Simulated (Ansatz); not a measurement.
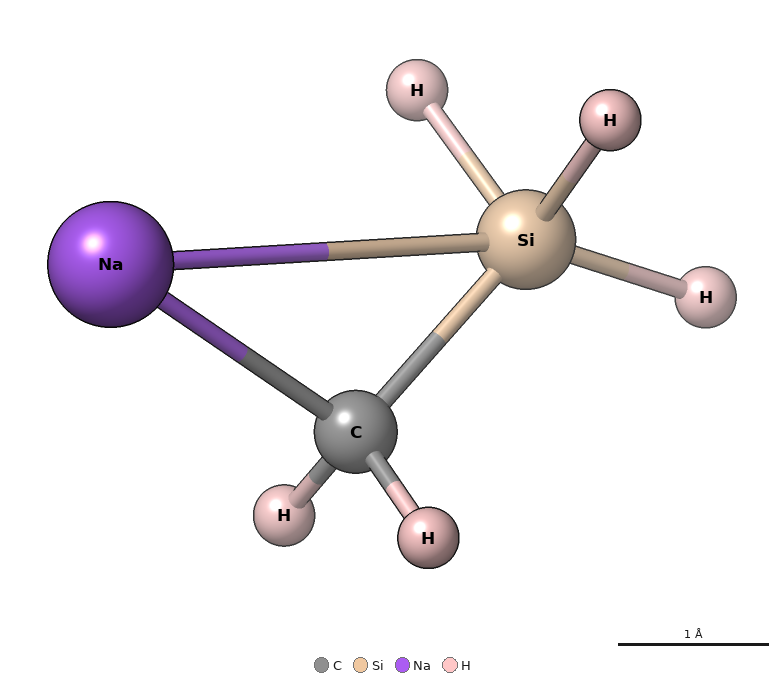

Distant atoms are faded towards the background colour. The computed structure is the end point of a PBE0-D4/def2-TZVP optimisation. No frequency run is at hand to confirm it as a minimum. Masses are those of the most abundant isotopes; constants are for the rigid equilibrium geometry.

### Classify the rotor and give the rotational constants (MHz).

An asymmetric top (Cs): A = 18711, B = 3276, C = 2932 MHz. Ray's parameter κ is −0.96, close to the prolate limit.
